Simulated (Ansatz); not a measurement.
# quartet BH2 at 6 levels

Aim: a comparison of 6 runs (U-r2SCAN/3-21G, UB3LYP/3-21G, USVWN5/3-21G, UMP2/3-21G, UCCSD/6-311G**, UCCSD(T)/6-311G**) of quartet BH2. 

The calculation is run with Ansatz 0.2.0.

58 further runs of the same task are left out: 58 set aside as unsound or not needed.

**1. The system as given**

The species is BH2 (3 atoms), meant as a quartet with charge 0. SMILES of the parent species: `[BH2]`. The shape is that of a GFN2-xTB optimisation. That shape belongs to the parent species and isn't relaxed for this state.

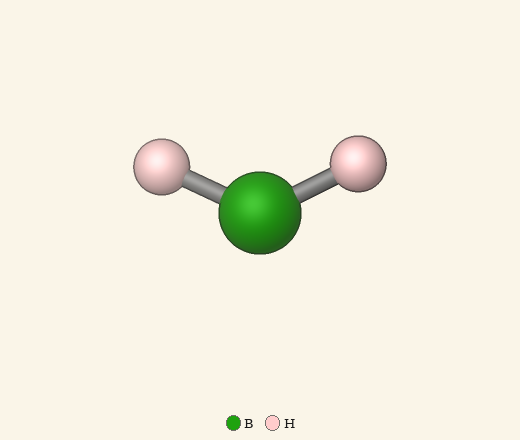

The structure, seen from a chosen angle (boron green, hydrogen pink).

**2. The energy at U-r2SCAN/3-21G (run 1)**

The input, input.yaml:

```yaml
crystal:
  periodic: [false, false, false]
  atoms:
    - {symbol: B, position_ang: [0.262840, -0.166230, 0.128640]}
    - {symbol: H, position_ang: [0.280020, 0.985320, 0.260980]}
    - {symbol: H, position_ang: [-0.542860, -0.819090, -0.389630]}
basis:
  gaussian:
    orbitals: 3-21G.json
magnetization:
  spin_polarized: true
  initial_magnetization: 3
hamiltonian:
  xc: {name: r2SCAN}
accuracy: high
```

The basis set 3-21G is read from a file made from the Basis Set Exchange's data (not shown).

Launch:

```console
$ ansatz run input.yaml --threads 1 --pin off --max-ram 2610MiB --events-out events.jsonl --progress --plain --runs-dir runs
```

The program printed:

```text
Warning: RAYON_NUM_THREADS=1 ignored (pool sized by the plan → 1); use --threads N
Functional definition: r2SCAN
  name "r2SCAN"
  parameter k0 = 0.174
  parameter k1 = 0.065
  parameter a1 = 4.9479
  exchange = r2scan_x(k0 = k0, k1 = k1, a1 = a1)
  correlation = r2scan_c
250 factors; integrals over basis functions are off by at most 1.0e-8 eV
mean field evaluation 1: about -695.2001 eV, gradient 7.4e0 eV
mean field evaluation 2: about -695.5369 eV, gradient 4.1e0 eV
mean field evaluation 4: about -695.6615 eV, gradient 1.9e-1 eV
mean field evaluation 8: about -695.6507 eV, gradient 3.6e-3 eV
mean field evaluation 16: about -695.6507 eV, gradient 1.0e-7 eV
mean field -695.65071626 eV, -25.5646922937 hartree, gradient 2.8e-8 eV, S^2 3.751495; 0 other end points of the search recorded, 0 dependent functions left out
reference -695.65071718 eV, -25.5646923274 hartree; 5, 2 occupied and 8, 11 virtual orbitals, 250 factors
Total energy: -695.65071718 eV, -25.5646923274 hartree
```

Wall time 1.5 s (1 thread of Arm Neoverse V1, shared host); peak memory 0.13 GiB.

**3. The energy at UB3LYP/3-21G (run 2)**

The input, in.yaml:

```yaml
crystal:
  periodic: [false, false, false]
  atoms:
    - {symbol: B, position_ang: [0.262840, -0.166230, 0.128640]}
    - {symbol: H, position_ang: [0.280020, 0.985320, 0.260980]}
    - {symbol: H, position_ang: [-0.542860, -0.819090, -0.389630]}
basis:
  gaussian: {orbitals: 3-21G.json}
magnetization: {spin_polarized: true, initial_magnetization: 3}
hamiltonian: {xc: {name: B3LYP}}
accuracy: high
```

The basis set 3-21G is read from a file made from the Basis Set Exchange's data (not shown).

Launch:

```console
$ ansatz run in.yaml --threads 1 --pin off --max-ram 2610MiB --events-out events.jsonl --progress --plain --runs-dir runs
```

The program printed:

```text
Warning: RAYON_NUM_THREADS=1 ignored (pool sized by the plan → 1); use --threads N
Functional definition: B3LYP
  name "B3LYP"
  parameter a0 = 0.2
  parameter ax = 0.72
  parameter ac = 0.81
  exchange = (1 - a0 - ax)*slater_x + ax*b88_x + a0*exact_x
  correlation = (1 - ac)*vwn_rpa_c + ac*lyp_c
250 factors; integrals over basis functions are off by at most 1.0e-8 eV
mean field evaluation 1: about -695.5879 eV, gradient 7.4e0 eV
mean field evaluation 2: about -695.9329 eV, gradient 3.6e0 eV
mean field evaluation 4: about -696.0294 eV, gradient 2.1e-1 eV
mean field evaluation 8: about -696.0222 eV, gradient 3.3e-3 eV
mean field evaluation 16: about -696.0222 eV, gradient 2.2e-8 eV
mean field -696.02224413 eV, -25.5783456909 hartree, gradient 2.2e-8 eV, S^2 3.751599; 0 other end points of the search recorded, 0 dependent functions left out
reference -696.02226875 eV, -25.5783465956 hartree; 5, 2 occupied and 8, 11 virtual orbitals, 250 factors
Total energy: -696.02226875 eV, -25.5783465956 hartree
```

Wall time 0.62 s (1 thread of Arm Neoverse V1, shared host).

Runs 3 to 5 aren't shown in full; the table further down has their settings and results.

**4. A single-point energy at UCCSD(T)/6-311G(d,p) (run 6)**

Edit input.yaml of step 2 so:

```diff
@@ -8,3 +8,4 @@
   gaussian:
-    orbitals: 3-21G.json
+    orbitals: 6-311G_st__st_.json
+total_charge: 0
 magnetization:
@@ -12,4 +13,7 @@
   initial_magnetization: 3
-hamiltonian:
-  xc: {name: r2SCAN}
+correlation:
+  method: ccsd_t
+  frozen_orbitals: {B: 1, H: 0}
 accuracy: high
+scf:
+  omitted_lower_state_checks: [cluster_reference, increment]
```

The basis set 6-311G** is read from a file made from the Basis Set Exchange's data (not shown).

Launch:

```console
$ ansatz run input.yaml --threads 1 --pin off --max-ram 2610MiB --events-out events.jsonl --progress --plain --runs-dir runs
```

The program printed:

```text
Warning: RAYON_NUM_THREADS=1 ignored (pool sized by the plan → 1); use --threads N
[... 12 lines left out ...]
1 core orbitals not correlated: weight in the atoms' cores, before any rotation towards them, 1.000 or more for the frozen orbitals, at most 0.000 for the correlated occupied ones
[... 25 lines left out ...]
Total energy: -697.89451701 eV, -25.6471504502 hartree
Checks for a lower state left out: cluster_reference, increment
```

Wall time 0.58 s (1 thread of Arm Neoverse V1, shared host); peak memory 0.093 GiB.

**5. Overview of the runs**

| run | level | frozen core orbitals | energy (Eh) | ⟨S²⟩ | wall time |
| --- | --- | --- | --- | --- | --- |
| 1 | U-r2SCAN/3-21G | – | -25.564692 | 3.751 | 1.5 s |
| 2 | UB3LYP/3-21G | – | -25.578347 | 3.752 | 0.62 s |
| 3 | USVWN5/3-21G | – | -25.261018 | 3.751 | 0.36 s |
| 4 | UMP2/3-21G | 1 | -25.437812 | 3.757 | 0.08 s |
| 5 | UCCSD/6-311G** | 1 | -25.645116 | 3.760 | 0.52 s |
| 6 | UCCSD(T)/6-311G** | 1 | -25.647150 | 3.760 | 0.58 s |

**6. What came out**

| quantity | value |
| --- | --- |
| run 6: total energy | -25.64715 Eh |
| run 6: correlation energy (1 core orbital frozen) | -87.8 mEh |
| run 6: (T) correction | -2.03 mEh |
| run 6: ⟨S²⟩ of the reference determinant | 3.760 |
| run 6: T1 diagnostic | 0.016 |

In words: Totals of different functionals can't be ranked against each other. All runs together took 3.6 s, the longest 1.5 s.
